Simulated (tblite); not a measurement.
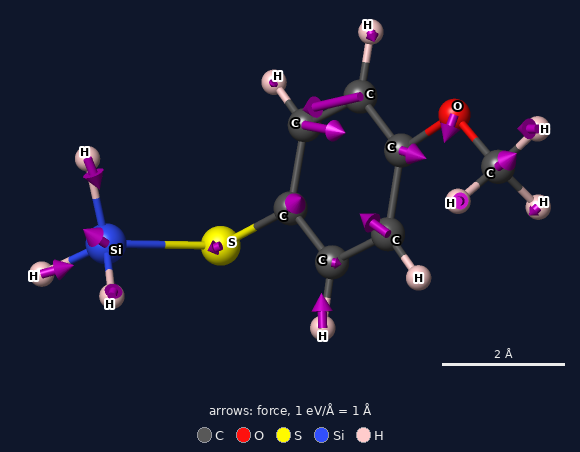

Starting geometry of C$_{7}$H$_{10}$OSSi with the computed forces as purple arrows. A ball-and-stick model, seen at a tilt.

Method: tblite, GFN2-xTB geometry optimisation, gas phase. 

Q: Is this structure relaxed? If not, where do the atoms go?

A: It isn't relaxed: the largest force vector, on a C atom, is 1.40 eV/Å. The final displacements have little in common with the starting forces (cosine between the two patterns 0.24). The atom that moves furthest after the best rigid fit is an H atom (0.20 Å). By element the largest moves are H 0.20 Å, Si 0.13 Å, O 0.08 Å, C 0.07 Å, S 0.04 Å. Among the contacts that change: H–Si 1.493 → 1.458 Å, C–C 1.407 → 1.378 Å, C–H 1.097 → 1.080 Å, S–Si 2.159 → 2.142 Å. Among the angles between lasting bonds that change: S–Si–H 109.0° → 103.0°, C–S–Si 103.3° → 98.1°, H–Si–H 110.0° → 113.4°. Over 54 geometry steps the energy falls by 0.125 eV.
